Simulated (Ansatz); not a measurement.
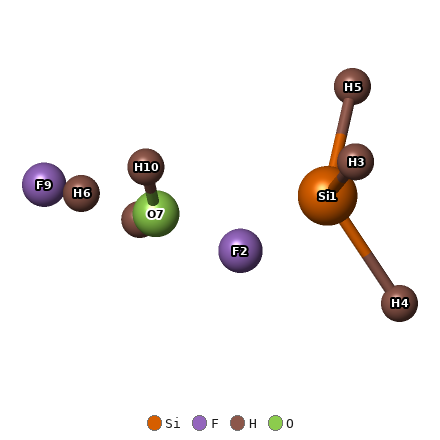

The system is the reacting system F2H6OSi (fragments FH₃Si + H₂O + FH where the first distance is long, H₄OSi + FH + FH where the second is long); the picture shows the reference structure. First axis: distance Si1–O7 (bond that forms). Second axis: distance Si1–F2 (bond that breaks). Relaxed at each point: all other coordinates. The grid has 9 × 9 points. Points are written as (first, second). Energies are in kcal/mol, from a guessed transition structure relaxed with its forming and breaking bonds held. Energies and slopes of some neighbouring points disagree (a jump in structure or state, or too coarse a mesh). The reference is spin-restricted, so regions where a bond is pulled apart into radicals lie too high. The calculation used RKS PBE0-D4/def2-SVP (Ansatz 0.2.0).

Its coordinates:

| atom | x (Å) | y (Å) | z (Å) |
| --- | --- | --- | --- |
| Si | -0.6812 | 0.4385 | -0.8779 |
| F | 0.3994 | -1.2458 | -0.7817 |
| H | -1.1863 | 1.8352 | -0.6101 |
| H | -0.1370 | 0.5152 | -2.2554 |
| H | -1.8566 | -0.4239 | -0.5891 |
| H | 0.8778 | -0.3030 | 1.3267 |
| O | 0.5828 | 0.7729 | 0.7192 |
| H | 0.7536 | -1.5672 | 0.3154 |
| F | 1.0406 | -1.4859 | 1.4753 |
| H | 0.2068 | 1.4642 | 1.2776 |

Range: distance Si1–O7 (bond that forms) from 1.593 to 3.093 Å; distance Si1–F2 (bond that breaks) from 1.539 to 3.039 Å.

Question: What will the energy surface look like?

Answer: The lowest grid point is at (2.640 Å, 1.650 Å), −26.1 kcal/mol from a guessed transition structure relaxed with its forming and breaking bonds held. Other grid points that lie below all their neighbours: (1.704 Å, 2.808 Å) (4.3 kcal/mol higher). The energy also falls towards the edge at (2.640 Å, 3.039 Å) (2.9 kcal/mol above the lowest), where a further well may lie outside the range. The highest grid point, (1.593 Å, 1.539 Å), lies 48.1 kcal/mol above the lowest.

| second ↓, first → | 1.593 | 1.704 | 1.858 | 2.033 | 2.224 | 2.427 | 2.640 | 2.862 | 3.093 |
| --- | --- | --- | --- | --- | --- | --- | --- | --- | --- |
| 3.039 | −16.7 | −21.4 | −16.6 | −4.0 | 11.0 | −23.0 | −23.2 | −22.9 | −22.1 |
| 2.808 | −16.9 | −21.8 | −17.1 | −4.6 | 10.9 | −19.9 | −20.1 | −19.9 | −19.6 |
| 2.586 | −16.5 | −21.7 | −17.3 | −5.1 | 10.1 | −16.2 | −16.7 | −17.0 | −17.2 |
| 2.373 | −15.0 | −20.6 | −16.8 | −5.3 | 9.0 | −12.5 | −13.7 | −14.4 | −14.5 |
| 2.170 | −12.2 | −18.4 | −15.5 | −5.3 | 1.7 | 4.4 | 6.8 | 8.8 | 10.7 |
| 1.979 | −7.3 | −14.4 | −13.2 | −10.2 | −10.9 | −10.0 | −8.9 | −7.6 | −6.1 |
| 1.804 | 2.0 | −10.0 | −15.6 | −18.9 | −21.3 | −21.8 | −21.6 | −20.9 | −19.8 |
| 1.650 | 8.9 | −4.7 | −14.4 | −20.7 | −24.1 | −25.6 | −26.1 | −25.8 | −25.0 |
| 1.539 | 22.0 | 7.8 | −5.7 | −13.0 | −17.0 | −19.1 | −20.0 | −20.0 | −19.4 |

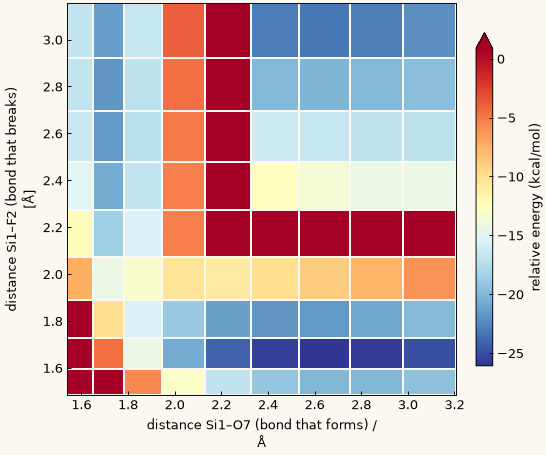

In the figure: one coloured cell a grid point, one colour for all values above the top of the scale.

Time for the 81 points that were run: 60 min on 1 thread of Arm Neoverse N1 (shared host).
